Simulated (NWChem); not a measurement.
**[B2PH6]− (SMILES BP[BH3-]): levels of theory compared**

Wanted: a comparison of 6 runs (HF/STO-3G, HF/3-21G, r2SCAN/6-311G**, B3LYP/6-31G*, MP2/6-31G**) of [B2PH6]−. 

Program for the calculation: NWChem 7.3.0.

### 1 Starting point

[B2PH6]− has 9 atoms, charge -1, and is taken as a singlet. As SMILES, `BP[BH3-]`. The shape is that of a GFN2-xTB optimisation.

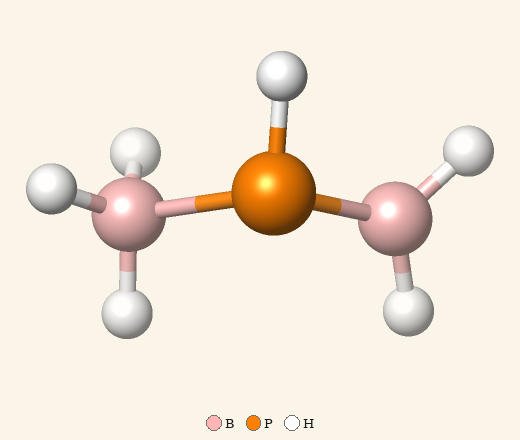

Viewed from a chosen angle; boron pink, phosphorus orange, hydrogen white.

### 2 Energy and forces at HF/STO-3G (run 1)

Input file geom.nw:

```
start geom
title "B2H6P"
memory stack 880 mb heap 220 mb global 1100 mb
charge -1
geometry noautosym nocenter noautoz
  B       -1.048220       0.924770      -0.958900
  P        0.653540       0.543180      -0.478640
  B        0.663670      -1.090890       0.712500
  H       -1.647740       0.145020      -1.615970
  H       -1.545140       1.981940      -0.763540
  H        0.935590       1.601400       0.376270
  H        1.796500      -1.247810       1.078930
  H        0.277510      -1.994640       0.019460
  H       -0.085710      -0.862970       1.629880
end
basis spherical bse
  * library STO-3G
end
scf
  singlet
  rhf
  thresh 1e-08
  maxiter 80
end
task scf gradient
```

Started as:

```bash
$ nwchem geom.nw > geom.out
```

What it wrote:

```text
[...]
  functions       =    25
[...]
  wavefunction    = RHF
[...]
         Total SCF energy =   -389.042137250579
      One-electron energy =   -717.609631391255
      Two-electron energy =    242.531993278724
 Nuclear repulsion energy =     86.035500861952
        Time for solution =      2.5s
[...]
                         RHF ENERGY GRADIENTS
    atom               coordinates                        gradient
                 x          y          z           x          y          z
   1 B      -1.980849   1.747562  -1.812058   -0.005255  -0.000001  -0.001526
   2 P       1.235012   1.026461  -0.904498    0.003607   0.004347  -0.005547
   3 B       1.254154  -2.061483   1.346430    0.005330  -0.003379   0.004120
   4 H      -3.113777   0.274048  -3.053741   -0.002291  -0.011970  -0.009052
   5 H      -2.919891   3.745324  -1.442881   -0.002587   0.013110   0.006639
   6 H       1.768009   3.026207   0.711047    0.004524   0.003435   0.001757
   7 H       3.394893  -2.358019   2.038882    0.019711  -0.001181   0.004940
   8 H       0.524418  -3.769323   0.036774   -0.007406  -0.013197  -0.016155
   9 H      -0.161968  -1.630777   3.080027   -0.015634   0.008835   0.014823
[...]
```

Wall time 4.2 s (1 thread of AMD EPYC 7R43 (Zen 3), shared host); peak memory 0.09 GiB.

### 3 Energy and gradient at HF/3-21G (run 2)

Input file run.py:

```python
from ase import Atoms
from ase.calculators.nwchem import NWChem

molecule = Atoms(['B', 'P', 'B', 'H', 'H', 'H', 'H', 'H', 'H'], positions=[
    [-1.048220, 0.924770, -0.958900],
    [0.653540, 0.543180, -0.478640],
    [0.663670, -1.090890, 0.712500],
    [-1.647740, 0.145020, -1.615970],
    [-1.545140, 1.981940, -0.763540],
    [0.935590, 1.601400, 0.376270],
    [1.796500, -1.247810, 1.078930],
    [0.277510, -1.994640, 0.019460],
    [-0.085710, -0.862970, 1.629880],
])

calc = NWChem(
    label='test',
    theory='scf',
    memory='2200 mb',
    basis='3-21G',
    basispar='spherical bse',
    charge=-1,
    scf={'nopen': '0', 'rhf': None, 'thresh': '1e-08', 'maxiter': '80'},
)
molecule.calc = calc

forces = molecule.get_forces()
print("Total energy (eV):", round(molecule.get_potential_energy(), 6))
print("forces (eV/A):")
for s, f in zip(molecule.symbols, forces):
    print(f"{s:2s} {f[0]:10.5f} {f[1]:10.5f} {f[2]:10.5f}")
print("dipole (e A):", molecule.get_dipole_moment().round(4))
```

Started as:

```bash
$ export ASE_NWCHEM_COMMAND="nwchem PREFIX.nwi > PREFIX.nwo"
$ python run.py
```

What it wrote:

```text
Total energy (eV): -10654.359194
forces (eV/A):
B    -0.66237    0.27387   -0.54009
P     0.78727   -0.00483   -0.50034
B    -0.03101   -0.61676    0.34365
H    -0.32776   -0.25577   -0.07281
H    -0.24091    0.31995   -0.00823
H     0.32535    0.76243    0.53551
H     0.34705   -0.08927    0.13041
H    -0.10099   -0.32257   -0.10516
H    -0.09652   -0.06705    0.21705
dipole (e A): [-0.4297  0.3389 -0.0456]
```

The calculator wrote test.nwi:

```
title "test"

permanent_dir test

scratch_dir test

start test

geometry units angstrom nocenter noautosym noautoz
  B  -1.0482199999999999e+00 9.2476999999999998e-01 -9.5889999999999997e-01
  P  6.5354000000000001e-01 5.4318000000000000e-01 -4.7864000000000001e-01
  B  6.6366999999999998e-01 -1.0908899999999999e+00 7.1250000000000002e-01
  H  -1.6477400000000000e+00 1.4502000000000001e-01 -1.6159699999999999e+00
  H  -1.5451400000000000e+00 1.9819400000000000e+00 -7.6354000000000000e-01
  H  9.3559000000000003e-01 1.6013999999999999e+00 3.7626999999999999e-01
  H  1.7965000000000000e+00 -1.2478100000000001e+00 1.0789299999999999e+00
  H  2.7750999999999998e-01 -1.9946400000000000e+00 1.9460000000000002e-02
  H  -8.5709999999999995e-02 -8.6297000000000001e-01 1.6298800000000000e+00
end

charge -1

memory 2200 mb

basis spherical bse noprint
   * library 3-21G
end

scf
  nopen 0
  rhf
  thresh 1e-08
  maxiter 80
end

task scf gradient
```

test.nwo:

```text
Northwest Computational Chemistry Package (NWChem) 7.3.0
             --------------------------------------------------------

           Job information
           ---------------

    nwchem branch   = 7.3.0
    use scalapack   = T
    input           = test.nwi
    prefix          = test.
    data base       = test/test.db
    status          = startup
    nproc           =        1

           Memory information
           ------------------

    heap     =     72089594 doubles =      550.0 Mbytes
    stack    =     72089599 doubles =      550.0 Mbytes
    global   =    144179200 doubles =     1100.0 Mbytes (distinct from heap & stack)
    total    =    288358393 doubles =     2200.0 Mbytes
    verify   = yes
    hardfail = no

[... 136 lines left out ...]
 Convergence threshold     :          1.000E-08
[... 12 lines left out ...]
       Final RHF  results
[... 3 lines left out ...]
      One-electron energy =   -716.373552831815
[... 1 line left out ...]
 Nuclear repulsion energy =     86.035500861952
[... 34 lines left out ...]
                       ROHF Final Molecular Orbital Analysis
[... 190 lines left out ...]
                         RHF ENERGY GRADIENTS

    atom               coordinates                        gradient
                 x          y          z           x          y          z
   1 B      -1.980849   1.747562  -1.812058    0.012881  -0.005326   0.010503
   2 P       1.235012   1.026461  -0.904498   -0.015310   0.000094   0.009730
   3 B       1.254154  -2.061483   1.346430    0.000603   0.011994  -0.006683
[... 5 lines of this table left out ...]
   9 H      -0.161968  -1.630777   3.080027    0.001877   0.001304  -0.004221

                 ----------------------------------------
                 |  Time  |  1-e(secs)   |  2-e(secs)   |
                 ----------------------------------------
                 |  CPU   |       0.01   |       0.50   |
                 ----------------------------------------
                 |  WALL  |       0.01   |       0.50   |
                 ----------------------------------------

 Task  times  cpu:        3.1s     wall:        3.1s
 Total times  cpu:        3.2s     wall:        3.2s
```

Wall time 5.1 s (1 thread of AMD EPYC 7R43 (Zen 3), shared host); peak memory 0.096 GiB.

Runs 3 to 4 aren't shown in full; the table further down has their settings and results.

### 4 Energy and gradient at B3LYP/6-31G(d) (Cartesian functions) (run 5)

Input file b2h6p.nw:

```
start b2h6p
title "B2H6P gradient"
memory total 2200 mb
charge -1
geometry units angstrom noautosym nocenter noautoz
B       -1.048220       0.924770      -0.958900
P        0.653540       0.543180      -0.478640
B        0.663670      -1.090890       0.712500
H       -1.647740       0.145020      -1.615970
H       -1.545140       1.981940      -0.763540
H        0.935590       1.601400       0.376270
H        1.796500      -1.247810       1.078930
H        0.277510      -1.994640       0.019460
H       -0.085710      -0.862970       1.629880
end
basis
* library 6-31G*
end
dft
xc b3lyp
mult 1
grid xfine
convergence energy 1e-08
iterations 100
mulliken
noprint "final vectors analysis"
end
task dft gradient
```

Started as:

```bash
$ nwchem b2h6p.nw > b2h6p.out
```

What it wrote:

```text
[...]
          Wavefunction type:  closed shell.
          No. of atoms     :     9
          No. of electrons :    32
[...]
          Charge           :    -1
          Spin multiplicity:     1
[...]
          AO basis - number of functions:    61
[...]
              XC Information
              --------------
                         B3LYP Method XC Potential
                     Hartree-Fock (Exact) Exchange  0.200
                        Slater Exchange Functional  0.800 local
                    Becke 1988 Exchange Functional  0.720 non-local
              Lee-Yang-Parr Correlation Functional  0.810
                  VWN I RPA Correlation Functional  0.190 local
[...]
 d= 0,ls=0.0,diis     1   -394.5444115138 -4.81D+02  3.18D-02  8.23D-01     5.5
[...]
 d= 0,ls=0.0,diis    10   -394.6833512500 -4.36D-10  3.74D-07  2.92D-10    33.5
         Total DFT energy =     -394.683351250048
      One electron energy =     -719.231591476167
           Coulomb energy =      272.399189612735
    Exchange-Corr. energy =      -33.886450248568
 Nuclear repulsion energy =       86.035500861952
[...]
  wavefunction    = closed shell
                         DFT ENERGY GRADIENTS
    atom               coordinates                        gradient
                 x          y          z           x          y          z
   1 B      -1.980849   1.747562  -1.812058    0.001436  -0.003862   0.005125
   2 P       1.235012   1.026461  -0.904498   -0.006463   0.010982   0.003826
   3 B       1.254154  -2.061483   1.346430    0.001123   0.001813   0.000525
   4 H      -3.113777   0.274048  -3.053741    0.007456   0.007564   0.003704
   5 H      -2.919891   3.745324  -1.442881    0.005793  -0.009786   0.000207
   6 H       1.768009   3.026207   0.711047   -0.005320  -0.015770  -0.009769
   7 H       3.394893  -2.358019   2.038882   -0.008786   0.001673  -0.002317
   8 H       0.524418  -3.769323   0.036774    0.001963   0.007063   0.003570
   9 H      -0.161968  -1.630777   3.080027    0.002797   0.000323  -0.004870
[...]
```

Run time: 41 s. Hardware: 1 thread of AMD EPYC 7R43 (Zen 3), shared host; peak memory 0.14 GiB.

### 5 Energy and forces at MP2/6-31G(d,p) (spherical functions) (run 6)

Input file run.py:

```python
from ase import Atoms
from ase.calculators.nwchem import NWChem

atoms = Atoms('BPBHHHHHH', positions=[
    [-1.048220, 0.924770, -0.958900],
    [0.653540, 0.543180, -0.478640],
    [0.663670, -1.090890, 0.712500],
    [-1.647740, 0.145020, -1.615970],
    [-1.545140, 1.981940, -0.763540],
    [0.935590, 1.601400, 0.376270],
    [1.796500, -1.247810, 1.078930],
    [0.277510, -1.994640, 0.019460],
    [-0.085710, -0.862970, 1.629880],
])

calc = NWChem(
    label='b2h6p',
    theory='mp2',
    memory='2200 mb',
    basis='6-31G**',
    basispar='spherical bse',
    charge=-1,
    scf={'nopen': '0', 'rhf': None, 'thresh': '1e-08', 'maxiter': '80'},
    mp2={'freeze': 'core 7', 'tight': None},
)
atoms.calc = calc

forces = atoms.get_forces()
e = atoms.get_potential_energy()
print(f"E = {e:.6f} eV")
print("forces (eV/A):")
for s, f in zip(atoms.symbols, forces):
    print(f"{s:2s} {f[0]:10.5f} {f[1]:10.5f} {f[2]:10.5f}")
```

Started as:

```bash
$ export ASE_NWCHEM_COMMAND="nwchem PREFIX.nwi > PREFIX.nwo"
$ python run.py
```

What it wrote:

```text
E = -10718.240362 eV
forces (eV/A):
B    -0.03558    0.18784   -0.26184
P     0.22785   -0.35574    0.15535
B    -0.06731   -0.10917   -0.08351
H    -0.28519   -0.28442   -0.08022
H    -0.20625    0.35234   -0.04345
H     0.16496    0.52003    0.22034
H     0.28066   -0.05250    0.06860
H    -0.05240   -0.22297   -0.08695
H    -0.02674   -0.03538    0.11169
```

The calculator wrote b2h6p.nwi:

```
title "b2h6p"

permanent_dir b2h6p

scratch_dir b2h6p

start b2h6p

geometry units angstrom nocenter noautosym noautoz
  B  -1.0482199999999999e+00 9.2476999999999998e-01 -9.5889999999999997e-01
  P  6.5354000000000001e-01 5.4318000000000000e-01 -4.7864000000000001e-01
  B  6.6366999999999998e-01 -1.0908899999999999e+00 7.1250000000000002e-01
  H  -1.6477400000000000e+00 1.4502000000000001e-01 -1.6159699999999999e+00
  H  -1.5451400000000000e+00 1.9819400000000000e+00 -7.6354000000000000e-01
  H  9.3559000000000003e-01 1.6013999999999999e+00 3.7626999999999999e-01
  H  1.7965000000000000e+00 -1.2478100000000001e+00 1.0789299999999999e+00
  H  2.7750999999999998e-01 -1.9946400000000000e+00 1.9460000000000002e-02
  H  -8.5709999999999995e-02 -8.6297000000000001e-01 1.6298800000000000e+00
end

charge -1

memory 2200 mb

basis spherical bse noprint
   * library 6-31G**
end

scf
  nopen 0
  rhf
  thresh 1e-08
  maxiter 80
end
mp2
  freeze core 7
  tight
end

task mp2 gradient
```

b2h6p.nwo:

```text
Northwest Computational Chemistry Package (NWChem) 7.3.0
             --------------------------------------------------------

           Job information
           ---------------

    nwchem branch   = 7.3.0
    use scalapack   = T
    input           = b2h6p.nwi
    prefix          = b2h6p.
    data base       = b2h6p/b2h6p.db
    status          = startup
    nproc           =        1

           Memory information
           ------------------

    heap     =     72089594 doubles =      550.0 Mbytes
    stack    =     72089599 doubles =      550.0 Mbytes
    global   =    144179200 doubles =     1100.0 Mbytes (distinct from heap & stack)
    total    =    288358393 doubles =     2200.0 Mbytes
    verify   = yes
    hardfail = no

[... 126 lines left out ...]
 1-e energy   =    -732.798253
[... 9 lines left out ...]
 Convergence threshold     :          1.000E-08
[... 16 lines left out ...]
         Total SCF energy =   -393.564880249721
[... 2 lines left out ...]
 Nuclear repulsion energy =     86.035500861952
[... 300 lines left out ...]
 CPHF converged to   3.5D-07 in   12 iters
[... 91 lines left out ...]
  MP2 natural orbitals output to b2h6p/b2h6p.mp2nos
[... 1 line left out ...]
                         mp2 ENERGY GRADIENTS

    atom               coordinates                        gradient
                 x          y          z           x          y          z
   1 B      -1.980849   1.747562  -1.812058    0.000692  -0.003653   0.005092
   2 P       1.235012   1.026461  -0.904498   -0.004431   0.006918  -0.003021
   3 B       1.254154  -2.061483   1.346430    0.001309   0.002123   0.001624
[... 5 lines of this table left out ...]
   9 H      -0.161968  -1.630777   3.080027    0.000520   0.000688  -0.002172

                 ----------------------------------------
                 |  Time  |  1-e(secs)   |  2-e(secs)   |
                 ----------------------------------------
                 |  CPU   |       0.01   |       2.77   |
                 ----------------------------------------
                 |  WALL  |       0.01   |       2.77   |
                 ----------------------------------------
 -----------------------
 Task  times  cpu:       40.4s     wall:       40.4s
 Total times  cpu:       40.5s     wall:       40.5s
```

It took 42 s on 1 thread of AMD EPYC 7R43 (Zen 3), shared host; peak memory 0.18 GiB.

### 6 All runs side by side

| run | level | iteration cap | module | energy (Eh) | HOMO energy (eV) | LUMO energy (eV) | HOMO–LUMO gap (eV) | wall time |
| --- | --- | --- | --- | --- | --- | --- | --- | --- |
| 1 | HF/STO-3G | 80 | scf | -389.042137 | -0.19 | 12.65 | 12.83 | 4.2 s |
| 2 | HF/3-21G | 80 | scf | -391.540482 | -3.54 | 7.23 | 10.77 | 5.1 s |
| 3 | r2SCAN/6-311G** | 100 | dft | -394.631021 | – | – | – | 46 s |
| 4 | B3LYP/6-31G* (spherical functions) | 100 | dft | -394.679856 | -0.90 | 3.83 | 4.74 | 38 s |
| 5 | B3LYP/6-31G* (Cartesian functions) | 100 | dft | -394.683351 | – | – | – | 41 s |
| 6 | MP2/6-31G** (spherical functions) | 80 | mp2 | -393.888071 | -3.41 | 7.38 | 10.79 | 42 s |

### 7 What came out

```
                                                    quantity          value
                                         run 6: total energy  -393.88807 Eh
                  run 6: HOMO energy (Hartree–Fock orbitals)       -3.41 eV
                  run 6: LUMO energy (Hartree–Fock orbitals)        7.38 eV
run 6: HOMO–LUMO gap (to an unbound level, set by the basis)       10.79 eV
          run 6: correlation energy (7 core orbitals frozen)     -323.2 mEh
                             run 6: largest force on an atom     0.588 eV/Å
```

Over runs 1, 2, 4 the HOMO–LUMO gap runs from 4.74 eV (B3LYP/6-31G*) to 12.83 eV (HF/STO-3G). The two ends differ in method and basis. The empty levels of an anion lie above zero and hang on the basis. Totals of different functionals can't be ranked against each other. In run 1 the basis is minimal, so the values are rough. All runs together took 2.9 min, the longest 46 s.
